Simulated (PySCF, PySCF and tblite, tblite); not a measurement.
# C10H15N: conformers and averaged spectra

Aim: find the conformers of C10H15N (`Cc1cccc(C)c1N(C)C`), weigh them, and average their properties.

Computed with tblite 0.8.0 (tight binding) and PySCF 2.14.0 (DFT, with response routines of our own); each step states its level. Atoms count from 0 throughout.

### 1 The starting structure

26 atoms, charge 0, multiplicity 1; geometry from: MMFF94s geometry.

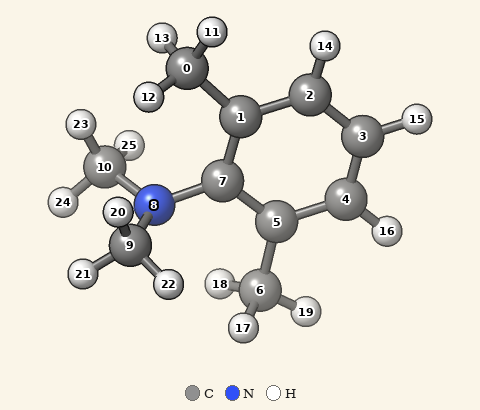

The starting geometry (carbon grey, nitrogen blue, hydrogen white), atoms numbered.

### 2 GFN2-xTB relaxation, conformer 1

Job settings and geometry (Å):

```
{"job": {"xc": "GFN2-xTB", "basis": "xTB", "kind": "relax"}, "charge": 0, "multiplicity": 1}
C      0.651700    -2.377200     0.377000
C     -0.397400    -1.278300     0.371000
C     -1.693900    -1.636100     0.759400
C     -2.722200    -0.677700     0.765900
C     -2.450000     0.623800     0.411600
C     -1.161400     0.998400     0.001200
C     -0.909200     2.430900    -0.410400
C     -0.100700     0.050500    -0.006200
N      1.169000     0.461200    -0.401900
C      2.058600     0.899800     0.656400
C      1.721600    -0.076700    -1.629600
H      0.334600    -3.213200     1.019500
H      1.596100    -2.021300     0.778300
H      0.783400    -2.760200    -0.639900
H     -1.938500    -2.647200     1.044900
H     -3.728700    -0.968700     1.086500
H     -3.251100     1.361300     0.423200
H     -0.278500     2.925900     0.330600
H     -0.431800     2.472400    -1.384600
H     -1.841700     2.991800    -0.475500
H      2.468000     0.055800     1.209100
H      2.902400     1.462900     0.228800
H      1.564700     1.572300     1.375900
H      2.231100    -1.032000    -1.452900
H      2.459600     0.629700    -2.038900
H      0.943500    -0.225600    -2.385900
```

Run with:

```bash
$ OMP_NUM_THREADS=1 python ens_run.py task.json out
```

One launch serves the whole session.

What it wrote:

```text
step      E/eV     max force
  0    -869.92027    1.842
  1    -869.99932    0.923
  2    -870.03628    0.650
  3    -870.06525    0.284
  4    -870.07138    0.211
  5    -870.08063    0.185
  6    -870.08472    0.165
  7    -870.08871    0.127
  8    -870.09119    0.120
  9    -870.09314    0.107
 10    -870.09446    0.095
 11    -870.09581    0.090
 12    -870.09740    0.111
 13    -870.09915    0.117
 14    -870.10070    0.074
 15    -870.10191    0.065
 16    -870.10292    0.074
 17    -870.10378    0.065
 18    -870.10444    0.056
 19    -870.10497    0.046
 20    -870.10546    0.055
 21    -870.10594    0.060
 22    -870.10639    0.047
 23    -870.10686    0.054
 24    -870.10746    0.060
 25    -870.10817    0.066
 26    -870.10887    0.063
 27    -870.10952    0.059
 28    -870.11030    0.066
 29    -870.11133    0.090
 30    -870.11251    0.088
 31    -870.11351    0.058
 32    -870.11416    0.046
 33    -870.11461    0.045
 34    -870.11510    0.063
 35    -870.11572    0.071
 36    -870.11635    0.058
 37    -870.11687    0.045
 38    -870.11729    0.041
 39    -870.11762    0.038
 40    -870.11762    0.038
 41    -870.11776    0.034
 42    -870.11808    0.041
 43    -870.11823    0.044
 44    -870.11852    0.037
 45    -870.11875    0.029
 46    -870.11899    0.028
 47    -870.11924    0.038
 48    -870.11951    0.040
 49    -870.11978    0.042
 50    -870.12002    0.032
 51    -870.12022    0.028
 52    -870.12042    0.032
 53    -870.12066    0.040
 54    -870.12094    0.045
 55    -870.12123    0.033
 56    -870.12146    0.029
 57    -870.12163    0.028
 58    -870.12179    0.030
 59    -870.12195    0.029
 60    -870.12214    0.029
 61    -870.12236    0.027
 62    -870.12259    0.034
 63    -870.12281    0.036
 64    -870.12304    0.033
 65    -870.12332    0.037
 66    -870.12369    0.039
 67    -870.12412    0.042
 68    -870.12455    0.042
 69    -870.12494    0.045
 70    -870.12532    0.041
 71    -870.12571    0.040
 72    -870.12608    0.040
 73    -870.12638    0.036
 74    -870.12663    0.035
 75    -870.12692    0.037
 76    -870.12730    0.046
 77    -870.12781    0.059
 78    -870.12846    0.070
 79    -870.12921    0.073
 80    -870.12990    0.055
 81    -870.13035    0.040
 82    -870.13053    0.043
 83    -870.13076    0.030
 84    -870.13092    0.023
 85    -870.13120    0.027
 86    -870.13132    0.031
 87    -870.13149    0.025
 88    -870.13159    0.021
 89    -870.13170    0.017
 90    -870.13179    0.022
 91    -870.13189    0.024
 92    -870.13198    0.020
 93    -870.13206    0.015
 94    -870.13212    0.016
 95    -870.13218    0.017
 96    -870.13225    0.017
 97    -870.13234    0.018
 98    -870.13242    0.018
 99    -870.13250    0.016
100    -870.13255    0.012
101    -870.13259    0.011
102    -870.13262    0.009
103    -870.13264    0.010
104    -870.13267    0.010
105    -870.13269    0.010
106    -870.13272    0.011
107    -870.13274    0.012
108    -870.13278    0.014
109    -870.13284    0.016
110    -870.13291    0.019
111    -870.13299    0.021
112    -870.13308    0.025
113    -870.13317    0.024
114    -870.13327    0.019
115    -870.13334    0.016
116    -870.13339    0.013
117    -870.13342    0.011
118    -870.13344    0.009
119    -870.13345    0.007
120    -870.13346    0.007
121    -870.13347    0.007
122    -870.13348    0.006
123    -870.13349    0.005
124    -870.13349    0.005
125    -870.13350    0.005
126    -870.13350    0.005
127    -870.13351    0.006
128    -870.13352    0.005
129    -870.13353    0.004
130    -870.13353    0.004
131    -870.13354    0.005
132    -870.13355    0.005
133    -870.13355    0.005
134    -870.13356    0.006
135    -870.13357    0.007
136    -870.13359    0.006
137    -870.13360    0.005
138    -870.13360    0.005
139    -870.13361    0.005
140    -870.13361    0.006
141    -870.13362    0.005
142    -870.13363    0.004
```

Run time: 1.2 s. Hardware: 1 thread of Arm Neoverse V2, shared host.

Gain 0.213 eV; displacement 0.23 Å root mean square.

### 3 Shieldings, conformer 1: B97-2/6-31G*

Job settings and geometry (Å):

```
{"job": {"xc": "B97-2", "basis": "6-31G*", "kind": "nmr", "pop": true}, "charge": 0, "multiplicity": 1}
C      0.600844    -2.377445     0.286706
C     -0.437643    -1.291696     0.301690
C     -1.728708    -1.622546     0.693828
C     -2.720537    -0.665999     0.785609
C     -2.426285     0.649296     0.480743
C     -1.154016     1.011671     0.066996
C     -0.863928     2.440991    -0.280188
C     -0.148953     0.037887    -0.031123
N      1.114243     0.493338    -0.490749
C      1.998302     1.033676     0.512800
C      1.788268    -0.240269    -1.532753
H      0.258157    -3.223425     0.879047
H      1.540731    -2.027553     0.706435
H      0.786590    -2.732216    -0.726907
H     -1.951895    -2.649733     0.947065
H     -3.715832    -0.944538     1.099048
H     -3.195369     1.405302     0.552646
H     -0.534010     2.990317     0.601970
H     -0.073796     2.492240    -1.024250
H     -1.758016     2.927924    -0.662646
H      2.571920     0.256772     1.043073
H      2.709796     1.712002     0.036377
H      1.419518     1.590046     1.246515
H      2.484024    -1.008605    -1.168110
H      2.366824     0.471340    -2.130234
H      1.048725    -0.706168    -2.180313
```

What it wrote:

```text
coarse grid: 21224 points
cycle   1  E = -444.7073692183  dE =  1.573e+00  |g| = 4.966e-01  |ddm| = 4.829e+00
cycle   2  E = -444.7100823259  dE = -2.713e-03  |g| = 4.986e-01  |ddm| = 1.188e+00
cycle   3  E = -444.7774598108  dE = -6.738e-02  |g| = 5.369e-02  |ddm| = 6.295e-01
cycle   4  E = -444.7777495193  dE = -2.897e-04  |g| = 4.095e-02  |ddm| = 9.636e-02
cycle   5  E = -444.7781979582  dE = -4.484e-04  |g| = 8.697e-03  |ddm| = 5.614e-02
cycle   6  E = -444.7782153548  dE = -1.740e-05  |g| = 2.939e-03  |ddm| = 1.278e-02
cycle   7  E = -444.7782172568  dE = -1.902e-06  |g| = 3.967e-04  |ddm| = 3.209e-03
final grid: 203656 points
cycle   8  E = -444.6730113600  dE = -1.140e-04  |g| = 5.253e-03  |ddm| = 6.271e-02
cycle   9  E = -444.6730118625  dE = -5.024e-07  |g| = 5.275e-03  |ddm| = 1.179e-02
cycle  10  E = -444.6730191150  dE = -7.253e-06  |g| = 5.802e-04  |ddm| = 5.555e-03
cycle  11  E = -444.6730191635  dE = -4.852e-08  |g| = 3.883e-04  |ddm| = 1.098e-03
cycle  12  E = -444.6730192047  dE = -4.124e-08  |g| = 8.896e-05  |ddm| = 5.440e-04
cycle  13  E = -444.6730192067  dE = -1.981e-09  |g| = 2.863e-05  |ddm| = 1.307e-04
cycle  14  E = -444.6730192069  dE = -1.967e-10  |g| = 4.185e-06  |ddm| = 3.318e-05
converged SCF energy = -444.6730192069

GIAO shielding tensors (ppm)
atom      isotropic    diamagn.    paramagn.     s11        s22        s33       span
  0 C      172.818     253.978     -81.160    156.705    173.884    187.864     31.159
  1 C       68.952     254.059    -185.107    -10.570     43.639    173.786    184.355
  2 C       73.967     260.277    -186.310    -14.386     73.176    163.111    177.497
  3 C       78.740     258.066    -179.326    -13.468     67.117    182.571    196.039
  4 C       75.085     260.406    -185.321    -13.775     69.079    169.951    183.726
  5 C       66.259     252.092    -185.833    -12.613     36.915    174.475    187.089
  6 C      175.479     253.826     -78.347    162.140    171.456    192.841     30.701
  7 C       55.865     253.325    -197.460    -16.850     40.667    143.778    160.627
  8 N      232.282     323.076     -90.794    189.060    244.610    263.177     74.116
  9 C      153.836     248.316     -94.480    134.828    136.373    190.307     55.480
 10 C      152.154     248.254     -96.100    131.451    137.612    187.400     55.949
 11 H       30.501      31.328      -0.827     25.070     30.211     36.223     11.153
 12 H       30.157      33.385      -3.228     24.415     32.062     33.994      9.580
 13 H       29.976      32.021      -2.045     25.624     29.856     34.448      8.824
 14 H       25.568      30.776      -5.207     21.415     25.435     29.856      8.440
 15 H       25.521      27.932      -2.411     21.860     26.723     27.981      6.121
 16 H       25.355      30.275      -4.921     21.061     25.358     29.644      8.583
 17 H       30.389      31.512      -1.123     26.462     28.902     35.802      9.340
 18 H       29.560      32.909      -3.349     23.819     31.640     33.222      9.403
 19 H       30.531      30.873      -0.343     25.035     29.903     36.653     11.618
 20 H       29.605      31.440      -1.836     23.947     29.125     35.743     11.796
 21 H       29.825      31.470      -1.645     25.716     27.291     36.468     10.752
 22 H       29.868      32.228      -2.360     24.778     29.660     35.167     10.389
 23 H       29.498      31.923      -2.425     24.260     29.747     34.489     10.229
 24 H       29.525      31.208      -1.684     24.019     28.224     36.332     12.313
 25 H       29.764      31.885      -2.120     26.416     27.477     35.401      8.985
```

It took 54 s on 1 thread of Arm Neoverse V2, shared host; peak memory 0.96 GiB.

In short: HOMO -5.37 eV, LUMO 0.41 eV; dipole 0.86 D.

Orbitals, density, ELF and potential are computed afterwards from the orbital file.

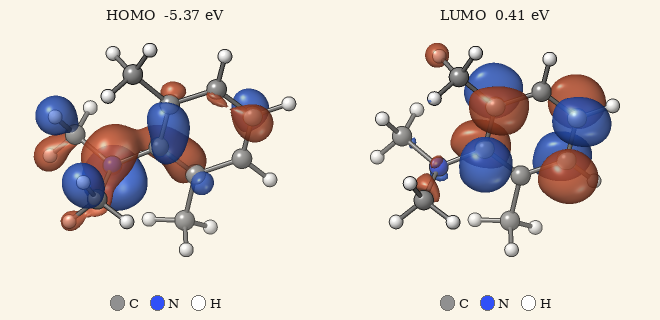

B97-2/6-31G* orbitals near the gap, drawn at the value that encloses 70 % of each; the two colours are the two signs.

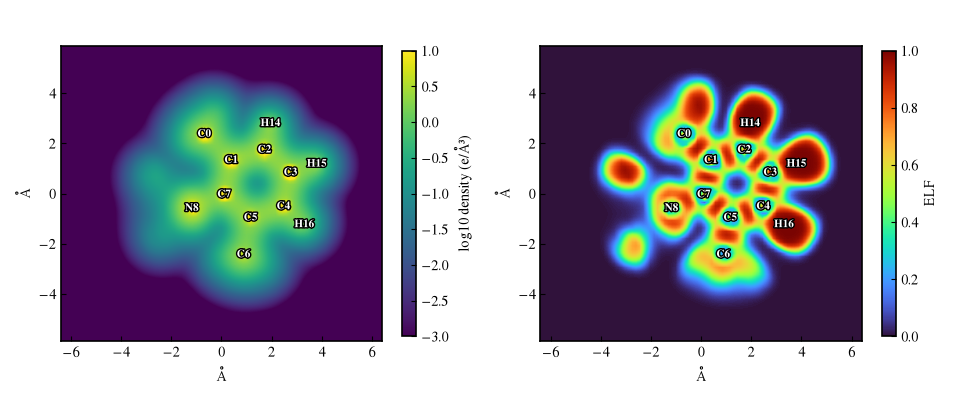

Density (left) and ELF (right) in a plane through or near 12 of the atoms.

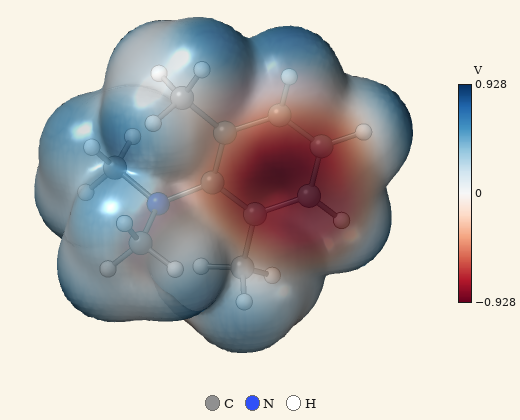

Electrostatic potential on the surface of density 0.002 e/bohr³; red is low, blue high. It runs, from the 1st to the 99th percentile, from -0.93 V near C3 to 0.63 V near H14.

### 4 Single-point energy, conformer 1: B3LYP/def2-SVP

Changed since step 3:

```diff
@@ -1,2 +1,2 @@
-{"job": {"xc": "B97-2", "basis": "6-31G*", "kind": "nmr", "pop": true}, "charge": 0, "multiplicity": 1}
+{"job": {"xc": "B3LYP", "basis": "def2-SVP", "kind": "sp"}, "charge": 0, "multiplicity": 1}
 C      0.600844    -2.377445     0.286706
```

What it wrote:

```text
coarse grid: 21224 points
cycle   1  E = -444.3512110910  dE =  1.475e+00  |g| = 5.078e-01  |ddm| = 5.951e+00
cycle   2  E = -444.3437422011  dE =  7.469e-03  |g| = 5.497e-01  |ddm| = 1.505e+00
cycle   3  E = -444.4270889328  dE = -8.335e-02  |g| = 5.562e-02  |ddm| = 7.803e-01
cycle   4  E = -444.4272945312  dE = -2.056e-04  |g| = 4.613e-02  |ddm| = 1.082e-01
cycle   5  E = -444.4278502071  dE = -5.557e-04  |g| = 1.024e-02  |ddm| = 7.021e-02
cycle   6  E = -444.4278746930  dE = -2.449e-05  |g| = 3.951e-03  |ddm| = 1.831e-02
cycle   7  E = -444.4278782020  dE = -3.509e-06  |g| = 4.316e-04  |ddm| = 4.697e-03
final grid: 203656 points
cycle   8  E = -444.5156909332  dE = -9.944e-05  |g| = 7.902e-03  |ddm| = 8.592e-02
cycle   9  E = -444.5156878140  dE =  3.119e-06  |g| = 8.632e-03  |ddm| = 2.139e-02
cycle  10  E = -444.5157080829  dE = -2.027e-05  |g| = 9.084e-04  |ddm| = 1.175e-02
cycle  11  E = -444.5157082605  dE = -1.776e-07  |g| = 4.206e-04  |ddm| = 1.784e-03
cycle  12  E = -444.5157083065  dE = -4.599e-08  |g| = 9.980e-05  |ddm| = 5.528e-04
cycle  13  E = -444.5157083087  dE = -2.208e-09  |g| = 3.587e-05  |ddm| = 1.532e-04
cycle  14  E = -444.5157083090  dE = -3.033e-10  |g| = 5.784e-06  |ddm| = 5.588e-05
converged SCF energy = -444.5157083090
```

It took 29 s on 1 thread of Arm Neoverse V2, shared host; peak memory 0.91 GiB.

This run: HOMO -5.53 eV, LUMO 0.05 eV; dipole 0.91 D.

### 5 Boltzmann average: properties at B97-2/6-31G*

Job settings and geometry (Å):

```
{"job": {"study": "conf", "smiles": "Cc1cccc(C)c1N(C)C", "search": {"seed": 2617, "n_embed": 60, "ff_keep": 14, "window": 3.0, "nmax": 10, "temps": [250, 273.15, 298.15, 323.15, 373.15], "t_ref": 298.15, "order": 0.0005}, "level": {"nmr": {"xc": "B97-2", "basis": "6-31G*"}, "sp": {"xc": "B3LYP", "basis": "def2-SVP"}}, "kind": "conf"}, "charge": 0, "multiplicity": 1}
C      0.600844    -2.377445     0.286706
C     -0.437643    -1.291696     0.301690
C     -1.728708    -1.622546     0.693828
C     -2.720537    -0.665999     0.785609
C     -2.426285     0.649296     0.480743
C     -1.154016     1.011671     0.066996
C     -0.863928     2.440991    -0.280188
C     -0.148953     0.037887    -0.031123
N      1.114243     0.493338    -0.490749
C      1.998302     1.033676     0.512800
C      1.788268    -0.240269    -1.532753
H      0.258157    -3.223425     0.879047
H      1.540731    -2.027553     0.706435
H      0.786590    -2.732216    -0.726907
H     -1.951895    -2.649733     0.947065
H     -3.715832    -0.944538     1.099048
H     -3.195369     1.405302     0.552646
H     -0.534010     2.990317     0.601970
H     -0.073796     2.492240    -1.024250
H     -1.758016     2.927924    -0.662646
H      2.571920     0.256772     1.043073
H      2.709796     1.712002     0.036377
H      1.419518     1.590046     1.246515
H      2.484024    -1.008605    -1.168110
H      2.366824     0.471340    -2.130234
H      1.048725    -0.706168    -2.180313
```

What it wrote:

```text
conformer  sym    E(xTB)   E(DFT)   G(298.15 K)  weight  dipole/D
    1     C1      0.000    0.000    0.000   1.0000    0.908

mean shielding (ppm) by class
class atoms           250 K   273.15 K   298.15 K   323.15 K   373.15 K
  0 C  0,6          174.148    174.148    174.148    174.148    174.148
  1 C  1,5           67.605     67.605     67.605     67.605     67.605
  2 C  2,4           74.526     74.526     74.526     74.526     74.526
  3 C  3              78.74      78.74      78.74      78.74      78.74
  4 C  7             55.865     55.865     55.865     55.865     55.865
  5 N  8            232.282    232.282    232.282    232.282    232.282
  6 C  9,10         152.995    152.995    152.995    152.995    152.995
  7 H  11,12,13      30.186     30.186     30.186     30.186     30.186
  8 H  14,16         25.462     25.462     25.462     25.462     25.462
  9 H  15            25.521     25.521     25.521     25.521     25.521
 10 H  20,21,22      29.681     29.681     29.681     29.681     29.681
```

It took 86 s on 1 thread of Arm Neoverse V2, shared host. This counts the runs that the step sums up.

The search (ETKDG and KDG, MMFF94s, GFN2-xTB) embedded 60 structures, kept 1 distinct ones after the force field and 1 after xTB; 1 was carried on (window 3.0 kcal/mol at the search's own energies). Energies: B3LYP/def2-SVP with D3(BJ).

Conformer by conformer (298 K):

```
no.  group  mirror pair  ΔE xTB  ΔE DFT    ΔG  weight (%)  μ (D)  C1–C7–N8–C9 (°)     A, B, C (GHz)
  1     C1          yes    0.00    0.00  0.00       100.0   0.91              -95  1.49, 1.11, 0.72
```

Energies in kcal/mol. ΔG holds xTB vibrations and rotation, symmetry numbers and mirror pairs.

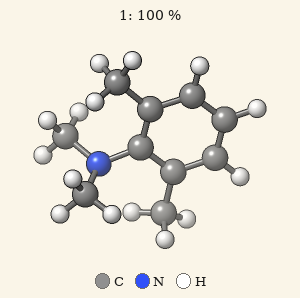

The one conformer.

Shifts against references run at the same level (1H TMS 32.53, 15N NH3 259.4, 13C TMS 195.5 ppm of shielding), by class of atoms, at 298 K:

```
                   atoms                                      environment  average
                      C7                 aromatic carbon bearing nitrogen    139.6
                  C1, C5                      substituted aromatic carbon    127.9
                  C2, C4                                      aromatic CH    120.9
                      C3                                      aromatic CH    116.7
                 C9, C10                        methyl carbon bonded to N     42.5
                  C0, C6                methyl carbon on an aromatic ring     21.3
                H14, H16                       hydrogen on an aromatic CH     7.07
                     H15                       hydrogen on an aromatic CH     7.01
H20, H21, H22 and 3 more          hydrogen on a methyl carbon bonded to N     2.85
H11, H12, H13 and 3 more  hydrogen on a methyl carbon on an aromatic ring     2.34
                      N8                            aniline-type nitrogen     27.1
```

Effective distances for nuclear Overhauser effects, ⟨r⁻⁶⟩^(−1/6) over all pairs of two classes (Å): H14···H15 2.46; H11···H14 3.04; H11···H20 3.22.

### 6 Outcome

```
                          quantity                                                 value
                        conformers  1; the first in weight is no. 1 (C1), 100 % at 298 K
           root-mean-square dipole                                                0.91 D
averaged 13C shifts (B97-2/6-31G*)            139.6, 127.9, 120.9, 116.7, 42.5, 21.3 ppm
 averaged 1H shifts (B97-2/6-31G*)                            7.07, 7.01, 2.85, 2.34 ppm
```

What this shows: The search found one conformer in the window, so the averages are its own values.
